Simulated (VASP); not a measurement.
# A VASP study of HfN (PBE + D3(BJ)): structure first, properties next

Wanted: the relaxed cell of HfN and its properties. The steps: full relaxation (PBE + D3(BJ)), second relaxation, single point with fields (PBE + D3(BJ)), band structure (PBE + D3(BJ)), density of states (PBE + D3(BJ)), zone-centre phonons (PBE + D3(BJ)), field gradients at the nuclei (PBE + D3(BJ)) and ionic relaxation at fixed cell (PBE + D3(BJ)), changed input. The start is a cell from a database of measured crystal structures.

Method: PBE with D3(BJ); plane waves and PAW (Hf_pv, N), in VASP 6.6.1.

**1. Set-up**

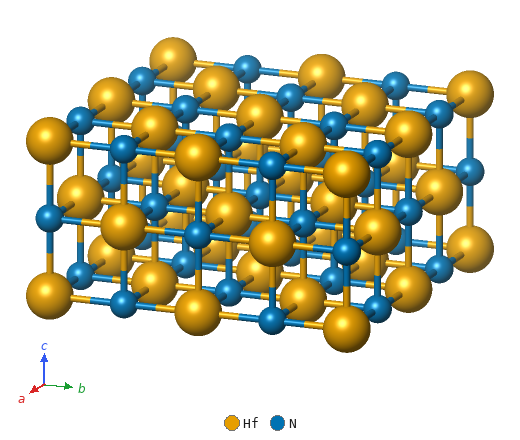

The starting structure, seen slightly off an axis (hafnium orange, nitrogen blue). 2×2×1 cells are drawn. This picture shows the conventional cell, with its axes. Some periodic images of atoms are drawn too.

Coordinates:

```cif
data_structure
_symmetry_space_group_name_H-M 'P 1'
_symmetry_Int_Tables_number 1
_cell_length_a 3.2173
_cell_length_b 3.2173
_cell_length_c 3.2173
_cell_angle_alpha 60.000
_cell_angle_beta 60.000
_cell_angle_gamma 60.000
_cell_volume 23.55
loop_
_atom_site_label
_atom_site_type_symbol
_atom_site_fract_x
_atom_site_fract_y
_atom_site_fract_z
_atom_site_occupancy
Hf1 Hf 0.00000 0.00000 0.00000 1
N2 N 0.50000 0.50000 0.50000 1
```

**2. Full relaxation (PBE + D3(BJ))**

Properties are meant for the cell that this level of theory prefers, so cell and atoms are relaxed first (ISIF = 3) until forces and stress are small; EDIFFG sets the threshold. PBE, the usual starting point, adds the gradient of the density. A dispersion term adds the long-range attraction that semilocal functionals lack. D3 with Becke-Johnson damping keeps a finite attraction at short range.

INCAR reads:

```
SYSTEM = HfN
PREC = Accurate
ENCUT = 520
EDIFF = 1E-06
NELM = 100
ISMEAR = 0
SIGMA = 0.05
LREAL = .FALSE.
ALGO = Normal
GGA = PE
IVDW = 12
NBANDS = 13
LASPH = .TRUE.
LORBIT = 11
LWAVE = .FALSE.
LCHARG = .FALSE.
KPAR = 2
IBRION = 2
NSW = 60
ISIF = 3
EDIFFG = -0.01
```

POSCAR reads:

```
HfN
1.0
    0.0000000000      2.2750000000      2.2750000000
    2.2750000000      0.0000000000      2.2750000000
    2.2750000000      2.2750000000      0.0000000000
Hf N
1 1
Direct
    0.0000000000      0.0000000000      0.0000000000
    0.5000000000      0.5000000000      0.5000000000
```

KPOINTS reads:

```
Automatic mesh
0
Gamma
7 7 7
0 0 0
```

PAW data sets: Hf_pv and N (PBE family, release 64).

Command:

```console
$ mpirun -np 2 vasp_std
```

Log:

```text
[banner, memory and clock lines left out]
running    2 mpi-ranks, on    1 nodes
 distrk:  each k-point on    1 cores,    2 groups
 distr:  one band on    1 cores,    1 groups

 POSCAR found type information on POSCAR HfN
 POSCAR found :  2 types and       2 ions
 LDA part: xc-table for (Slater+PW92), standard interpolation
 POSCAR, INCAR and KPOINTS ok, starting setup
 FFT: planning ... GRIDC
 FFT: planning ... GRID_SOFT
 FFT: planning ... GRID
 WAVECAR not read
 entering main loop
       N       E                     dE             d eps       ncg     rms          rms(c)
DAV:   1     0.425251108252E+02    0.42525E+02   -0.80283E+03   520   0.108E+03
DAV:   2    -0.223124407324E+02   -0.64838E+02   -0.60407E+02   702   0.254E+02
DAV:   3    -0.247292440639E+02   -0.24168E+01   -0.24005E+01   628   0.394E+01
DAV:   4    -0.247404357096E+02   -0.11192E-01   -0.11187E-01   565   0.321E+00
DAV:   5    -0.247405150989E+02   -0.79389E-04   -0.79388E-04   618   0.228E-01    0.470E+01
DAV:   6    -0.218421080355E+02    0.28984E+01   -0.97963E+00   590   0.238E+01    0.403E+01
DAV:   7    -0.217651063322E+02    0.77002E-01   -0.55497E-01   540   0.654E+00    0.263E+01
DAV:   8    -0.217452792398E+02    0.19827E-01   -0.14009E-01   610   0.327E+00    0.673E+00
DAV:   9    -0.217366819090E+02    0.85973E-02   -0.31539E-02   585   0.136E+00    0.185E+00
DAV:  10    -0.217364115137E+02    0.27040E-03   -0.22211E-03   616   0.430E-01    0.245E-01
DAV:  11    -0.217363686101E+02    0.42904E-04   -0.13560E-04   575   0.117E-01    0.576E-02
DAV:  12    -0.217363685863E+02    0.23766E-07   -0.12060E-05   666   0.292E-02    0.768E-03
DAV:  13    -0.217363685071E+02    0.79229E-07   -0.23557E-07   270   0.506E-03
   1 F= -.22491796E+02 E0= -.22490563E+02  d E =-.224918E+02
 curvature:   0.00 expect dE= 0.000E+00 dE for cont linesearch  0.000E+00
 trial: gam= 0.00000 g(F)=  0.236E-60 g(S)=  0.966E-01 ort = 0.000E+00 (trialstep = 0.100E+01)
 search vector abs. value=  0.966E-01
 bond charge predicted
       N       E                     dE             d eps       ncg     rms          rms(c)
DAV:   1    -0.219869755055E+02   -0.25061E+00   -0.97788E+00   520   0.281E+01    0.110E+01
DAV:   2    -0.217066150242E+02    0.28036E+00   -0.40967E-01   565   0.567E+00    0.512E+00
DAV:   3    -0.216234064863E+02    0.83209E-01   -0.16034E-01   545   0.363E+00    0.319E+00
DAV:   4    -0.216199783344E+02    0.34282E-02   -0.12257E-02   655   0.960E-01    0.190E+00
DAV:   5    -0.216197454391E+02    0.23290E-03   -0.87249E-04   670   0.242E-01    0.492E-02
DAV:   6    -0.216197458344E+02   -0.39530E-06   -0.37016E-05   545   0.599E-02    0.332E-02
DAV:   7    -0.216197436937E+02    0.21407E-05   -0.11210E-06   434   0.966E-03    0.230E-02
DAV:   8    -0.216197441015E+02   -0.40779E-06   -0.15006E-07   265   0.407E-03
   2 F= -.22445301E+02 E0= -.22444270E+02  d E =0.464951E-01
[...]
3 F= -.22509142E+02 E0= -.22507965E+02  d E =-.173458E-01
 curvature:  -0.16 expect dE=-0.478E-05 dE for cont linesearch -0.478E-05
 ZBRENT: interpolating
 opt :   0.3542  next Energy=   -22.509146 (dE=-0.174E-01)
 bond charge predicted
       N       E                     dE             d eps       ncg     rms          rms(c)
DAV:   1    -0.217297968423E+02    0.45673E-03   -0.45932E-04   520   0.191E-01    0.712E-02
DAV:   2    -0.217297836809E+02    0.13161E-04   -0.20490E-05   580   0.392E-02    0.332E-02
DAV:   3    -0.217297798160E+02    0.38650E-05   -0.77008E-06   540   0.246E-02    0.220E-02
DAV:   4    -0.217297797696E+02    0.46340E-07   -0.64967E-07   270   0.714E-03
   4 F= -.22509146E+02 E0= -.22507971E+02  d E =-.173502E-01
 curvature:  -0.16 expect dE=-0.214E-06 dE for cont linesearch -0.214E-06
 trial: gam= 0.00000 g(F)=  0.403E-60 g(S)=  0.135E-05 ort =-0.362E-03 (trialstep = 0.871E+00)
 search vector abs. value=  0.135E-05
 reached required accuracy - stopping structural energy minimisation
```

The job ended after 12 s (2 MPI ranks of Intel Xeon Platinum 8259CL at 2.50GHz (Skylake/Cascade Lake), shared host; peak memory 0.3 GiB).

Lines that name or quote the potential files are left out of all logs, and their timing lines are given in words.

Parts of OUTCAR (step 2):

```text
ion  position               nearest neighbor table
   1  0.000  0.000  0.000-   2 2.27   2 2.27   2 2.27   2 2.27   2 2.27   2 2.27
   2  0.500  0.500  0.500-   1 2.27   1 2.27   1 2.27   1 2.27   1 2.27   1 2.27

  LATTYP: Found a face centered cubic cell.
 ALAT       =     4.5500000000

 Subroutine GETGRP returns: Found 48 space group operations
 (whereof 48 operations were pure point group operations)

The static configuration has the point symmetry O_h .

 Found     20 irreducible k-points:

   k-points           NKPTS =     20   k-points in BZ     NKDIM =     20   number of bands    NBANDS=     13

   dimension x,y,z NGX =    24 NGY =   24 NGZ =   24
   dimension x,y,z NGXF=    48 NGYF=   48 NGZF=   48

   ENCUT  =  520.0 eV  38.22 Ry    6.18 a.u.   5.98  5.98  5.98*2*pi/ulx,y,z

   NELECT =      15.0000    total number of electrons

 k-points in reciprocal lattice and weights: Automatic mesh
   0.00000000  0.00000000  0.00000000       0.003
   0.14285714  0.00000000  0.00000000       0.023
   0.28571429  0.00000000  0.00000000       0.023
   0.42857143  0.00000000  0.00000000       0.023
   0.14285714  0.14285714  0.00000000       0.017
   0.28571429  0.14285714  0.00000000       0.070
   0.42857143  0.14285714  0.00000000       0.070
  -0.42857143  0.14285714  0.00000000       0.070
  -0.28571429  0.14285714  0.00000000       0.070
[...]
-0.42857143  0.42857143  0.14285714       0.070
  -0.28571429  0.42857143  0.14285714       0.070

 Edisp (eV)   -0.77889

 average (electrostatic) potential at core
       1 -34.5710       2 -61.5140

 E-fermi :   8.7416

 k-point     1 :       0.0000    0.0000    0.0000
  band No.  band energies     occupation
    ...
      6       5.4111      2.00000
      7       5.4111      2.00000
      8       8.1150      2.00000
      9       8.1150      2.00000
     10       8.1150      2.00000
     11      10.3369      0.00000
     12      10.4572      0.00000
     13      10.4572      0.00000

 k-point     2 :       0.1429    0.0000    0.0000
  band No.  band energies     occupation
    ...
      6       4.4450      2.00000
      7       4.4450      2.00000
      8       8.4844      2.00000
      9       8.7449      0.92672
     10       8.7449      0.92672
     11      11.6268      0.00000
     12      11.8540      0.00000
     13      11.8540      0.00000

 k-point     3 :       0.2857    0.0000    0.0000
  band No.  band energies     occupation
    ...
      3     -22.6995      2.00000
      4      -7.5492      2.00000
      5       1.4158      2.00000
      6       3.0980      2.00000
      7       3.0980      2.00000
      8       9.3298      0.00000
      9      10.2528      0.00000
     10      10.2528      0.00000
     11      13.5936      0.00000
     12      14.5402      0.00000
    ...

 Edisp (eV)   -0.77937

  Total       0.00433     0.00433     0.00433     0.00000     0.00000    -0.00000
  in kB       0.30320     0.30320     0.30320     0.00000     0.00000    -0.00000
  external pressure =        0.30 kB  Pullay stress =        0.00 kB

  energy-cutoff  :      520.00
  volume of cell :       22.86
      direct lattice vectors                 reciprocal lattice vectors
     0.000000000  2.252538312  2.252538312    -0.221971807  0.221971807  0.221971807
     2.252538312  0.000000000  2.252538312     0.221971807 -0.221971807  0.221971807
     2.252538312  2.252538312  0.000000000     0.221971807  0.221971807 -0.221971807

 POSITION                                       TOTAL-FORCE (eV/Angst)
 -----------------------------------------------------------------------------------
      4.50508      2.25254      2.25254         0.000000      0.000000      0.000000
      2.25254      2.25254      2.25254        -0.000000     -0.000000     -0.000000
 -----------------------------------------------------------------------------------
    total drift:                                0.000000     -0.000000     -0.000000

  FREE ENERGIE OF THE ION-ELECTRON SYSTEM (eV)
  ---------------------------------------------------
  free  energy   TOTEN  =       -22.5091459033 eV

  energy  without entropy=      -22.5067965326  energy(sigma->0) =      -22.50797122

 reached required accuracy - stopping structural energy minimisation

 total charge
# of ion       s       p       d       tot
------------------------------------------
    1        0.294   6.582   1.780   8.655
    2        1.235   2.515   0.000   3.750
--------------------------------------------------
tot          1.529   9.097   1.780  12.406

[... 3 further parts left out ...]
```

This run has no spin polarisation. Its electron count is odd, so without a moment it is a metal by construction. The k-mesh is coarse for a metal. Harder data sets than Hf_pv exist (the GW ones), and pressures, volumes and forces can shift noticeably with them. The run keeps the 48 symmetry operations of its start, so it cannot find a distortion of lower symmetry.

Step by step:

| step | energy less that of the first step (eV) | largest force (eV/Å) | pressure (GPa) | volume (Å³) |
| --- | --- | --- | --- | --- |
| 1 | 0.0000 | 0.0000 | -7.86 | 23.55 |
| 2 | 0.0465 | 0.0000 | 17.53 | 21.63 |
| 3 | -0.0173 | 0.0000 | -0.14 | 22.87 |
| 4 | -0.0174 | 0.0000 | 0.03 | 22.86 |

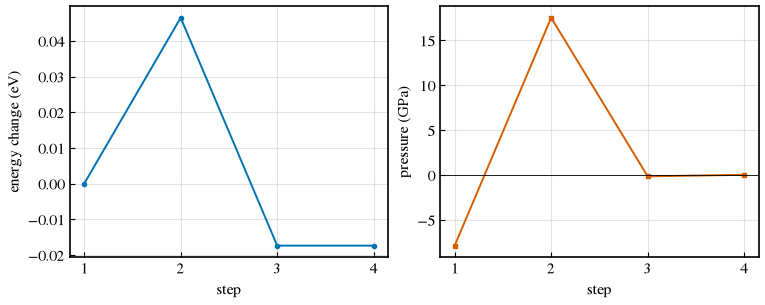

Energy and pressure along the relaxation.

| conventional cell, symmetrised | before | after | change |
| --- | --- | --- | --- |
| a (Å) | 4.550 | 4.505 | -1.0 % |
| b (Å) | 4.550 | 4.505 | -1.0 % |
| c (Å) | 4.550 | 4.505 | -1.0 % |
| volume (Å³/atom) | 11.77 | 11.43 | -2.9 % |

Final coordinates:

```cif
data_structure
_symmetry_space_group_name_H-M 'P 1'
_symmetry_Int_Tables_number 1
_cell_length_a 3.1856
_cell_length_b 3.1856
_cell_length_c 3.1856
_cell_angle_alpha 60.000
_cell_angle_beta 60.000
_cell_angle_gamma 60.000
_cell_volume 22.86
loop_
_atom_site_label
_atom_site_type_symbol
_atom_site_fract_x
_atom_site_fract_y
_atom_site_fract_z
_atom_site_occupancy
Hf1 Hf 0.00000 0.00000 0.00000 1
N2 N 0.50000 0.50000 0.50000 1
```

Numbers from this step:

- electrons: 15
- bands: 13
- irreducible k-points: 20
- symmetry operations: 48
- free energy (TOTEN): -22.51 eV
- energy at zero smearing: -22.51 eV
- Fermi energy: 8.742 eV
- pressure: 0.03032 GPa
- metallic: yes
- SCF cycles over all ionic steps: 32

It ends with forces that vanish by symmetry and a pressure of 0.03 GPa. The volume lies -2.9 % from that of the database's start, which holds the thermal and zero-point expansion of its experiment.

**3. Second relaxation**

A relaxation keeps the plane waves of the cell it began with, so it is repeated from the new cell, on a basis made for it.

INCAR is that of step 2.

POSCAR reads:

```
HfN
1.0
    0.0000000000      2.2525383117      2.2525383117
    2.2525383117      0.0000000000      2.2525383117
    2.2525383117      2.2525383117      0.0000000000
Hf N
1 1
Direct
    0.0000000000      0.0000000000      0.0000000000
    0.5000000000      0.5000000000      0.5000000000
```

KPOINTS is that of step 2.

Command:

```console
$ mpirun -np 2 vasp_std
```

Log:

```text
[... set-up lines as in an earlier step ...]
 entering main loop
       N       E                     dE             d eps       ncg     rms          rms(c)
DAV:   1     0.386575957055E+02    0.38658E+02   -0.76847E+03   520   0.107E+03
DAV:   2    -0.226204486357E+02   -0.61278E+02   -0.57536E+02   710   0.244E+02
DAV:   3    -0.247183817125E+02   -0.20979E+01   -0.20907E+01   600   0.378E+01
DAV:   4    -0.247271717319E+02   -0.87900E-02   -0.87887E-02   590   0.291E+00
DAV:   5    -0.247272392191E+02   -0.67487E-04   -0.67487E-04   605   0.211E-01    0.499E+01
DAV:   6    -0.218222136436E+02    0.29050E+01   -0.95901E+00   595   0.240E+01    0.421E+01
DAV:   7    -0.217550886547E+02    0.67125E-01   -0.53239E-01   535   0.649E+00    0.269E+01
DAV:   8    -0.217367937579E+02    0.18295E-01   -0.11337E-01   610   0.299E+00    0.653E+00
DAV:   9    -0.217296404280E+02    0.71533E-02   -0.26425E-02   580   0.125E+00    0.188E+00
DAV:  10    -0.217293790343E+02    0.26139E-03   -0.19961E-03   626   0.413E-01    0.245E-01
DAV:  11    -0.217293430063E+02    0.36028E-04   -0.11971E-04   575   0.111E-01    0.670E-02
DAV:  12    -0.217293422312E+02    0.77515E-06   -0.11424E-05   676   0.285E-02    0.550E-03
DAV:  13    -0.217293421151E+02    0.11611E-06   -0.25096E-07   270   0.534E-03
   1 F= -.22508708E+02 E0= -.22507533E+02  d E =-.225087E+02
 curvature:   0.00 expect dE= 0.000E+00 dE for cont linesearch  0.000E+00
 trial: gam= 0.00000 g(F)=  0.713E-60 g(S)=  0.537E-06 ort = 0.000E+00 (trialstep = 0.100E+01)
 search vector abs. value=  0.537E-06
 reached required accuracy - stopping structural energy minimisation
```

The job ended after 4.8 s (2 MPI ranks; peak memory 0.28 GiB).

OUTCAR, selected parts (step 3):

```text
  LATTYP: Found a face centered cubic cell.
 ALAT       =     4.5050766234

The static configuration has the point symmetry O_h .

 Found     20 irreducible k-points:

   ENCUT  =  520.0 eV  38.22 Ry    6.18 a.u.   5.92  5.92  5.92*2*pi/ulx,y,z

   NELECT =      15.0000    total number of electrons

 E-fermi :   8.7417

 k-point     1 :       0.0000    0.0000    0.0000
  band No.  band energies     occupation
    ...
      6       5.4112      2.00000
      7       5.4112      2.00000
      8       8.1151      2.00000
      9       8.1151      2.00000
     10       8.1151      2.00000
     11      10.3370      0.00000
     12      10.4572      0.00000
     13      10.4572      0.00000

 k-point     2 :       0.1429    0.0000    0.0000
  band No.  band energies     occupation
    ...
      6       4.4450      2.00000
      7       4.4450      2.00000
      8       8.4845      2.00000
      9       8.7449      0.92655
     10       8.7449      0.92655
     11      11.6270      0.00000
     12      11.8542      0.00000
     13      11.8542      0.00000

 Edisp (eV)   -0.77937

  Total       0.00272     0.00272     0.00272     0.00000     0.00000     0.00000
  in kB       0.19087     0.19087     0.19087     0.00000     0.00000     0.00000
  external pressure =        0.19 kB  Pullay stress =        0.00 kB

 POSITION                                       TOTAL-FORCE (eV/Angst)
 -----------------------------------------------------------------------------------
      0.00000      0.00000      0.00000         0.000000     -0.000000     -0.000000
      2.25254      2.25254      2.25254        -0.000000      0.000000      0.000000
 -----------------------------------------------------------------------------------
    total drift:                                0.000000     -0.000000     -0.000000

  FREE ENERGIE OF THE ION-ELECTRON SYSTEM (eV)
  ---------------------------------------------------
  free  energy   TOTEN  =       -22.5087082488 eV

  energy  without entropy=      -22.5063585821  energy(sigma->0) =      -22.50753342

 total charge
# of ion       s       p       d       tot
------------------------------------------
    1        0.294   6.582   1.780   8.655
    2        1.235   2.516   0.000   3.751
--------------------------------------------------
tot          1.529   9.097   1.780  12.406

[... 6 parts as in an earlier step ...]

[... 6 further parts left out ...]
```

CONTCAR:

```
HfN
   1.00000000000000
     0.0000000000000000    2.2525383117000000    2.2525383117000000
     2.2525383117000000    0.0000000000000000    2.2525383117000000
     2.2525383117000000    2.2525383117000000    0.0000000000000000
  Hf              N
     1     1
Direct
     0.0000000000000000    0.0000000000000000    0.0000000000000000
     0.5000000000000000    0.5000000000000000    0.5000000000000000
```

Little changed from the start: no atom moved by 0.005 Å and no cell edge by 0.1 %.

Numbers from this step:

```
pressure                        : 0.01909 GPa
SCF cycles over all ionic steps : 13
```

It ends with forces that vanish by symmetry and a pressure of 0.02 GPa. The volume moved by under 0.01 %: the run met its threshold at the first step.

[end of part 1 of 4]

[Lines on the potential files, build, host, timing and source positions are cut from VASP's logs without a mark.]

[Logs are printed without paths, hosts, clocks, repeated set-up lines and the standing remarks that a program may print on its own settings, such as how far it seeks lower states.]

[Hosts, paths, dates, database ids (printed as entryN), source tags and the programs' standing remarks are cut or masked in the printed files.]

[A measured line is paired with the nearest computed mode of its activity, which favours agreement.]
